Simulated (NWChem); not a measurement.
**C4H6 (1-butyne): levels of theory compared**

Aim: a comparison of 6 runs (HF/def2-SVP, PBE0/def2-SVP, B3LYP/6-31G*, r2SCAN/6-311G**, PBE/aug-cc-pVDZ, MP2/cc-pVDZ) of C4H6 (1-butyne). 

The results are computed with NWChem 7.3.0.

## 1. The system as given

The species is C4H6 (10 atoms), meant as a singlet with charge 0. SMILES: `C#CCC`. The coordinates come from a PBE0-D4/def2-TZVP relaxation.

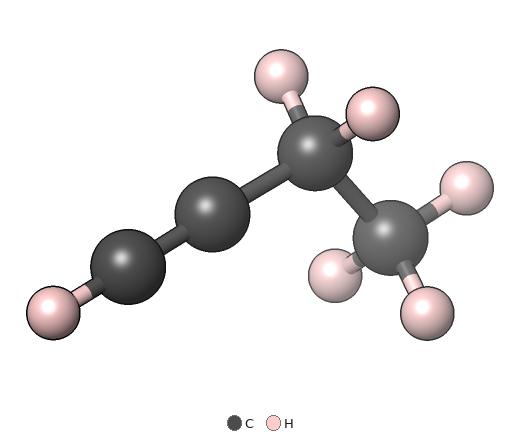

Viewed from a chosen angle; carbon dark grey, hydrogen pink.

## 2. Energy and forces at HF/def2-SVP (run 1)

File c4h6.nw:

```
start c4h6
memory stack 880 mb heap 220 mb global 1100 mb
charge 0

geometry noautosym nocenter noautoz
   C       -0.710750       1.680210      -1.381330
   C       -0.058400       0.889370      -0.756470
   C        0.705410      -0.079680       0.011620
   C       -0.176980      -0.989860       0.861700
   H       -1.283760       2.383410      -1.937480
   H        1.308110      -0.680710      -0.677310
   H        1.415170       0.455960       0.650710
   H        0.435830      -1.700320       1.420050
   H       -0.763300      -0.406590       1.573470
   H       -0.871330      -1.551790       0.235040
end

basis "ao basis" spherical bse
   * library def2-SVP
end

scf
   thresh 1e-08
   maxiter 80
   noprint "final vectors analysis"
end

task scf gradient
```

On the command line:

```bash
$ nwchem c4h6.nw > c4h6.out
```

What it wrote:

```text
[...]
  functions       =    86
[...]
  wavefunction    = RHF
[...]
         Total SCF energy =   -154.788004310233
      One-electron energy =   -411.585824527231
      Two-electron energy =    153.587833489290
 Nuclear repulsion energy =    103.209986727708
        Time for solution =      5.6s
[...]
                         RHF ENERGY GRADIENTS
    atom               coordinates                        gradient
                 x          y          z           x          y          z
   1 C      -1.343123   3.175137  -2.610335   -0.011561   0.013457  -0.010604
   2 C      -0.110360   1.680666  -1.429521    0.017786  -0.022314   0.017681
   3 C       1.333032  -0.150573   0.021959   -0.009912   0.007769  -0.005839
   4 C      -0.334444  -1.870564   1.628377    0.001082   0.001555  -0.001409
   5 H      -2.425955   4.503992  -3.661306    0.000420  -0.000516   0.000406
   6 H       2.471969  -1.286355  -1.279930    0.001059  -0.001069  -0.001068
   7 H       2.674284   0.861639   1.229664    0.001243   0.000790   0.001115
   8 H       0.823599  -3.213139   2.683505    0.000495  -0.000274   0.000184
   9 H      -1.442428  -0.768344   2.973427   -0.000286   0.000532   0.000036
  10 H      -1.646575  -2.932458   0.444161   -0.000326   0.000070  -0.000503
[...]
```

It took 7.2 s on 1 thread of Intel Xeon 6975P-C (Granite Rapids), shared host; peak memory 0.1 GiB.

## 3. Energy and forces at PBE0/def2-SVP (run 2)

File a.xyz:

```xyz
10
C4H6 PBE0
C     -0.710750     1.680210    -1.381330
C     -0.058400     0.889370    -0.756470
C      0.705410    -0.079680     0.011620
C     -0.176980    -0.989860     0.861700
H     -1.283760     2.383410    -1.937480
H      1.308110    -0.680710    -0.677310
H      1.415170     0.455960     0.650710
H      0.435830    -1.700320     1.420050
H     -0.763300    -0.406590     1.573470
H     -0.871330    -1.551790     0.235040
```

File run.py:

```python
from ase.io import read
from ase.calculators.nwchem import NWChem

molecule = read('a.xyz')

calc = NWChem(
    label='a',
    theory='dft',
    memory='2200 mb',
    basis='def2-SVP',
    basispar='spherical bse',
    dft={'xc': 'pbe0', 'mult': '1', 'grid': 'xfine', 'convergence': 'energy 1e-08', 'iterations': '100', 'mulliken': None, 'print': 'low'},
)
molecule.calc = calc

forces = molecule.get_forces()
print("Total energy (eV):", round(molecule.get_potential_energy(), 6))
print("forces (eV/A):")
for s, f in zip(molecule.symbols, forces):
    print(f"{s:2s} {f[0]:10.5f} {f[1]:10.5f} {f[2]:10.5f}")
```

On the command line:

```bash
$ export ASE_NWCHEM_COMMAND="nwchem PREFIX.nwi > PREFIX.nwo"
$ python run.py
```

What it wrote:

```text
Total energy (eV): -4235.591539
forces (eV/A):
C    -0.42300    0.51885   -0.41004
C     0.56569   -0.62498    0.48964
C    -0.27691   -0.06320    0.07585
C     0.19602    0.12994   -0.12732
H    -0.22225    0.27228   -0.21520
H     0.17658   -0.14815   -0.17211
H     0.20260    0.13246    0.15519
H     0.14259   -0.19736    0.15776
H    -0.16609    0.14434    0.20353
H    -0.19540   -0.16429   -0.15725
```

The calculator wrote a.nwi:

```
title "a"

permanent_dir a

scratch_dir a

start a

geometry units angstrom nocenter noautosym noautoz
  C  -7.1074999999999999e-01 1.6802100000000000e+00 -1.3813299999999999e+00
  C  -5.8400000000000001e-02 8.8936999999999999e-01 -7.5646999999999998e-01
  C  7.0540999999999998e-01 -7.9680000000000001e-02 1.1620000000000000e-02
  C  -1.7698000000000000e-01 -9.8985999999999996e-01 8.6170000000000002e-01
  H  -1.2837600000000000e+00 2.3834100000000000e+00 -1.9374800000000001e+00
  H  1.3081100000000001e+00 -6.8071000000000004e-01 -6.7730999999999997e-01
  H  1.4151700000000000e+00 4.5595999999999998e-01 6.5071000000000001e-01
  H  4.3583000000000000e-01 -1.7003200000000001e+00 1.4200500000000000e+00
  H  -7.6329999999999998e-01 -4.0659000000000001e-01 1.5734699999999999e+00
  H  -8.7133000000000005e-01 -1.5517900000000000e+00 2.3504000000000000e-01
end

memory 2200 mb

basis spherical bse noprint
   * library def2-SVP
end

dft
  xc pbe0
  mult 1
  grid xfine
  convergence energy 1e-08
  iterations 100
  mulliken
  print low
end

task dft gradient
```

a.nwo:

```text
Northwest Computational Chemistry Package (NWChem) 7.3.0
             --------------------------------------------------------

           Job information
           ---------------

    nwchem branch   = 7.3.0
    use scalapack   = T
    input           = a.nwi
    prefix          = a.
    data base       = a/a.db
    status          = startup
    nproc           =        1

           Memory information
           ------------------

[... 5 lines left out ...]
    hardfail = no
[... 37 lines left out ...]
            Nuclear Dipole moment (a.u.)
[... 89 lines left out ...]
         Total DFT energy =     -155.655119346232
[... 1 line left out ...]
           Coulomb energy =      176.901993789889
[... 1 line left out ...]
 Nuclear repulsion energy =      103.209986727707
[... 29 lines left out ...]
                         DFT ENERGY GRADIENTS

    atom               coordinates                        gradient
                 x          y          z           x          y          z
   1 C      -1.343123   3.175137  -2.610335    0.008226  -0.010090   0.007974
   2 C      -0.110360   1.680666  -1.429521   -0.011001   0.012154  -0.009522
   3 C       1.333032  -0.150573   0.021959    0.005385   0.001229  -0.001475
[... 6 lines of this table left out ...]
  10 H      -1.646575  -2.932458   0.444161    0.003800   0.003195   0.003058

 Task  times  cpu:       24.1s     wall:       24.1s
 Total times  cpu:       24.2s     wall:       24.2s
```

Run time: 25 s. Hardware: 1 thread of Intel Xeon 6975P-C (Granite Rapids), shared host; peak memory 0.15 GiB.

## 4. Energy and gradient at B3LYP/6-31G(d) (Cartesian functions) (run 3)

File c4h6.nw:

```
start c4h6
memory total 2200 mb
geometry units angstrom noautosym nocenter noautoz
C     -0.710750     1.680210    -1.381330
C     -0.058400     0.889370    -0.756470
C      0.705410    -0.079680     0.011620
C     -0.176980    -0.989860     0.861700
H     -1.283760     2.383410    -1.937480
H      1.308110    -0.680710    -0.677310
H      1.415170     0.455960     0.650710
H      0.435830    -1.700320     1.420050
H     -0.763300    -0.406590     1.573470
H     -0.871330    -1.551790     0.235040
end
basis
C library 6-31G*
H library 6-31G*
end
dft
xc b3lyp
mult 1
grid xfine
convergence energy 1e-08
iterations 100
mulliken
end
task dft gradient
```

On the command line:

```bash
$ nwchem c4h6.nw > c4h6.out
```

What it wrote:

```text
[...]
          Wavefunction type:  closed shell.
          No. of atoms     :    10
          No. of electrons :    30
[...]
          Charge           :     0
          Spin multiplicity:     1
[...]
          AO basis - number of functions:    72
[...]
              XC Information
              --------------
                         B3LYP Method XC Potential
                     Hartree-Fock (Exact) Exchange  0.200
                        Slater Exchange Functional  0.800 local
                    Becke 1988 Exchange Functional  0.720 non-local
              Lee-Yang-Parr Correlation Functional  0.810
                  VWN I RPA Correlation Functional  0.190 local
[...]
 d= 0,ls=0.0,diis     1   -155.9205911686 -2.59D+02  1.23D-02  4.68D-01     2.4
[...]
 d= 0,ls=0.0,diis    10   -155.9665212672 -4.37D-10  3.47D-07  1.03D-09    21.9
         Total DFT energy =     -155.966521267245
      One electron energy =     -412.457271731888
           Coulomb energy =      177.175886937548
    Exchange-Corr. energy =      -23.895123200612
 Nuclear repulsion energy =      103.209986727708
[...]
      Total Density - Mulliken Population Analysis
     ---------------------------------------------
    Atom       Charge   Shell Charges
 -----------   ------   -------------------------------------------------------
    1 C    6     6.50   1.99  0.70  2.02  0.72  1.07 -0.00
    2 C    6     5.66   1.99  0.72  2.02  0.46  0.48 -0.01
    3 C    6     6.39   1.99  0.68  2.14  0.61  0.94  0.03
    4 C    6     6.44   1.99  0.68  2.13  0.63  0.98  0.03
    5 H    1     0.82   0.51  0.31
    6 H    1     0.83   0.53  0.30
    7 H    1     0.83   0.53  0.30
    8 H    1     0.85   0.53  0.32
    9 H    1     0.84   0.53  0.31
   10 H    1     0.84   0.53  0.31
[...]
  wavefunction    = closed shell
[...]
```

Run time: 26 s. Hardware: 1 thread of Intel Xeon 6975P-C (Granite Rapids), shared host; peak memory 0.15 GiB.

Runs 4 to 5 aren't shown in full; the table further down has their settings and results.

## 5. Energy and gradient at MP2/cc-pVDZ (run 6)

File c4h6.nw:

```
start c4h6
title "C4H6"
memory 2200 mb
charge 0
geometry units atomic noautosym nocenter noautoz
   C   -1.34312284   3.17513673  -2.61033539
   C   -0.11036001   1.68066572  -1.42952112
   C    1.33303171  -0.15057338   0.02195862
   C   -0.33444373  -1.87056430   1.62837700
   H   -2.42595481   4.50399214  -3.66130657
   H    2.47196964  -1.28635547  -1.27993040
   H    2.67428372   0.86163952   1.22966369
   H    0.82359934  -3.21313912   2.68350558
   H   -1.44242795  -0.76834375   2.97342737
   H   -1.64657506  -2.93245810   0.44416123
end
basis spherical bse
   C library cc-pVDZ
   H library cc-pVDZ
end
scf
   thresh 1e-08
   maxiter 80
end
mp2
   freeze core 4
   tight
end
task mp2 gradient
```

On the command line:

```bash
$ nwchem c4h6.nw > c4h6.out
```

What it wrote:

```text
[...]
  functions       =    86
[...]
  wavefunction    = RHF
[...]
         Total SCF energy =   -154.911521119156
      One-electron energy =   -411.814592211145
      Two-electron energy =    153.693091764751
 Nuclear repulsion energy =    103.209979327238
        Time for solution =     12.0s
[...]
          Total MP2 energy          -155.449948008818
[...]
                         mp2 ENERGY GRADIENTS
    atom               coordinates                        gradient
                 x          y          z           x          y          z
   1 C      -1.343123   3.175137  -2.610335    0.030201  -0.036757   0.029047
   2 C      -0.110360   1.680666  -1.429521   -0.027132   0.033757  -0.026733
   3 C       1.333032  -0.150573   0.021959   -0.003386   0.003972  -0.003117
   4 C      -0.334444  -1.870564   1.628377   -0.001265  -0.000649   0.000663
   5 H      -2.425955   4.503992  -3.661307    0.004820  -0.005888   0.004652
   6 H       2.471970  -1.286355  -1.279930   -0.003633   0.003978   0.003719
   7 H       2.674284   0.861640   1.229664   -0.004258  -0.002754  -0.004135
   8 H       0.823599  -3.213139   2.683506   -0.003853   0.004776  -0.003783
   9 H      -1.442428  -0.768344   2.973427    0.003877  -0.004189  -0.004798
  10 H      -1.646575  -2.932458   0.444161    0.004630   0.003752   0.004485
[...]
```

It took 29 s on 1 thread of Intel Xeon 6975P-C (Granite Rapids), shared host; peak memory 0.25 GiB.

## 6. The series

```tsv
run	level	iteration cap	module	energy (Eh)	dipole moment (D)	largest force (eV/Å)	wall time
1	HF/def2-SVP	80	scf	-154.788004	0.70	1.726	7.2 s
2	PBE0/def2-SVP	100	dft	-155.655119	–	0.975	25 s
3	B3LYP/6-31G* (Cartesian functions)	100	dft	-155.966521	0.67	0.720	26 s
4	r2SCAN/6-311G**	100	dft	-155.902973	0.82	0.614	26 s
5	PBE/aug-cc-pVDZ	100	dft	-155.758780	0.87	2.060	57 s
6	MP2/cc-pVDZ	80	mp2	-155.449948	0.63	2.866	29 s
```

## 7. Summary of results

```
                                                      quantity          value
                                           run 6: total energy  -155.44995 Eh
run 6: dipole moment (of the density that the program reports)         0.63 D
                    run 6: HOMO energy (Hartree–Fock orbitals)      -10.32 eV
                    run 6: LUMO energy (Hartree–Fock orbitals)        4.78 eV
                  run 6: HOMO–LUMO gap (Hartree–Fock orbitals)       15.10 eV
            run 6: correlation energy (4 core orbitals frozen)     -538.4 mEh
                               run 6: largest force on an atom     2.866 eV/Å
```

In words: Over runs 1, 3, 4, 5, 6 the dipole moment (its size) runs from 0.63 D (MP2/cc-pVDZ) to 0.87 D (PBE/aug-cc-pVDZ). The two ends differ in method and basis. Totals of different functionals can't be ranked against each other. All runs together took 2.8 min, the longest 57 s.
